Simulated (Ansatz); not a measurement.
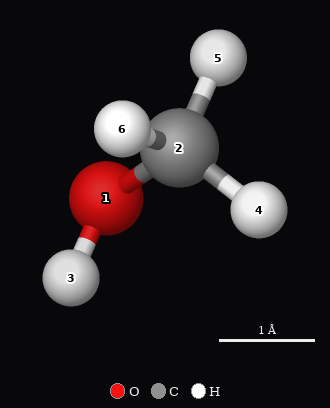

**Figure 1.** The structure as given in the input (ball-and-stick view, seen at an oblique angle; atoms are numbered from 1 in the order of the input). Bond lengths as drawn: C–H 1.09 to 1.10 Å, C–O 1.41 Å and H–O 0.96 Å.

## Single-point calculation, with input and output: CH$_{4}$O

- system: CH$_{4}$O
- method: RKS SPW92 (LDA)/def2-TZVPP (Ansatz 0.2.0)

The geometry comes from this level: PBE0-D4/def2-TZVP.

## What the program printed
```
Functional definition: SPW92
  name "SPW92"
  cite "Dirac, Proc. Camb. Phil. Soc. 26, 376 (1930) doi:10.1017/S0305004100016108"
  cite "Slater, Phys. Rev. 81, 385 (1951) doi:10.1103/PhysRev.81.385"
  cite "Perdew & Wang, Phys. Rev. B 45, 13244 (1992) doi:10.1103/PhysRevB.45.13244"
  exchange = slater_x
  correlation = pw_c
567 factors; their error is unknown
mean field evaluation 1: about -3117.3007 eV, gradient 6.1e1 eV
mean field evaluation 2: about -3101.2548 eV, gradient 1.1e2 eV
mean field evaluation 4: about -3124.7310 eV, gradient 7.4e0 eV
mean field evaluation 8: about -3124.8339 eV, gradient 2.0e-2 eV
mean field evaluation 16: about -3124.8214 eV, gradient 2.2e-5 eV
mean field -3124.82144012 eV, -114.8350698444 hartree, gradient 2.2e-5 eV, S^2 0.000000; 0 other end points of the search recorded, 0 dependent functions left out
reference -3124.82146975 eV, -114.8350709334 hartree; 9, 9 occupied and 109, 109 virtual orbitals, 567 factors
Total energy: -3124.82146975 eV, -114.8350709334 hartree
```

This output came from the following input.

## The input
```yaml
crystal:
  periodic: [false, false, false]
  atoms:
    - {symbol: O, position_ang: [0.492454, -0.158326, 0.689112]}
    - {symbol: C, position_ang: [0.309685, -1.410754, 1.308153]}
    - {symbol: H, position_ang: [1.352281, -0.151264, 0.264200]}
    - {symbol: H, position_ang: [1.060929, -1.607744, 2.083103]}
    - {symbol: H, position_ang: [-0.670990, -1.391858, 1.784554]}
    - {symbol: H, position_ang: [0.322753, -2.238819, 0.588503]}
basis:
  gaussian: {orbitals: def2-TZVPP}
hamiltonian: {xc: lda}
```

Command:
```bash
ansatz run in.yaml --threads 4 --pin off --events-out ev --progress --plain --max-ram 9574MiB
```

## Key numbers

```json
{"quantity": "outcome", "value": "converged"}
{"quantity": "total energy", "value": "−3124.8215 eV"}
{"quantity": "SCF solution under orbital rotations", "value": "stable"}
{"quantity": "hardware", "value": "4 threads of Arm Neoverse V2, 23 GiB of memory available, shared host"}
{"quantity": "peak memory", "value": "0.49 GiB"}
```
